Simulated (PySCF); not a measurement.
# B2H4: singlet, from a ethylene-like start

Aim: relax B2H4 as a singlet from a ethylene-like start, check by its vibrations whether the end is a minimum, and collect its spectrum and constants.

Program: PySCF 2.14.0. Level of theory: PBE0, basis B def2-TZVP, H def2-TZVP, no relativity, density fitting. These are calculated values, not measurements.

## (1) Where the work starts

6 atoms, charge 0, spin multiplicity 1.

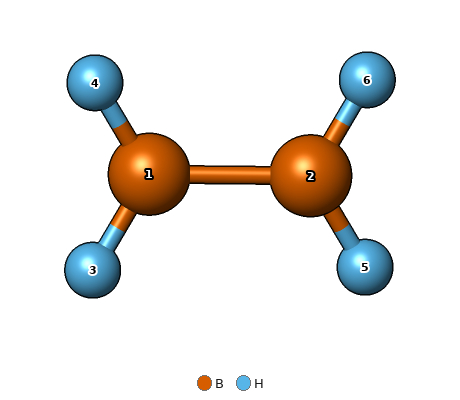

The starting geometry (boron orange, hydrogen blue); atoms are numbered from 1 in the order of the file.

Coordinates in bohr (charge 0 multiplicity 1):
```
B     1.6063    0.0000    0.0000
B    -1.6063    0.0000    0.0000
H     2.7118    1.9014    0.2835
H     2.7118   -1.9014    0.2835
H    -2.7118    1.9014   -0.2835
H    -2.7118   -1.9014   -0.2835
```

## (2) First SCF at the start

The steps below are one call of a driver around PySCF. For each, scf.py gives the equivalent set-up of the SCF; relaxations use the driver's own optimiser. After this first run the driver tries any further starts and a stability analysis.

scf.py reads:

```python
from pyscf import gto, scf, dft
mol = gto.M(atom='''
B      0.850000     0.000000     0.000000
B     -0.850000     0.000000     0.000000
H      1.435000     1.006200     0.150000
H      1.435000    -1.006200     0.150000
H     -1.435000     1.006200    -0.150000
H     -1.435000    -1.006200    -0.150000''',
    basis={'B': 'def2-TZVP', 'H': 'def2-TZVP'},
    charge=0, spin=0)
mf = dft.RKS(mol, xc='PBE0')
mf.grids.atom_grid = (50, 194)
aux = {'B': 'def2-universal-JKFIT', 'H': 'def2-universal-JKFIT'}
mf = mf.density_fit(auxbasis=aux)
mf.conv_tol = 1e-08
mf.diis_space = 10
mf.max_cycle = 60
mf.init_guess = 'minao'
mf.verbose = 4
mf.kernel()
```

Run with:

```console
OMP_NUM_THREADS=2 python axn.py task.json out
```

The runs that follow: Relaxing the singlet from the ethylene-like start; Is it a minimum? Harmonic modes; Following the imaginary mode; Frequencies.

What does the calculation give? Wanted: minimum; geometry; wavenumbers; dipole moment; highest occupied, lowest empty level; polar-tensor charge of B1; zero-point energy; atomisation energy.

As calculated:

```
                                 quantity                                                                                       value
                                  minimum                                                                                singlet, D2d
                                 geometry                         B–B 1.628 Å, B–H 1.201 Å (×4); B–B–H 122.1° (×4), H–B–H 115.8° (×2)
                       wavenumbers (cm⁻¹)  374 (e), 570 (b1), 872 (a1), 980 (e), 1118 (b2), 1186 (a1), 2553 (b2), 2573 (a1), 2625 (e)
                            dipole moment                                                                                      0.00 D
     highest occupied, lowest empty level                                                                             -8.64, -1.66 eV
                polar-tensor charge of B1                                                                                     +0.22 e
                        zero-point energy                                                                                100.7 kJ/mol
                      entropy at 298.15 K                                                                             232.2 J/(mol K)
atomisation energy (no zero-point energy)                                                                                 1895 kJ/mol
```

In words: The ethylene-like start (C2h) ends in a minimum of D2d symmetry, after a stop at a saddle point 65.6 kJ/mol higher, from which it was pushed off along an imaginary mode. In the infrared the band at 2625 cm⁻¹ (e) leads. Only this shape and spin were tried, so other structures or states may lie lower.
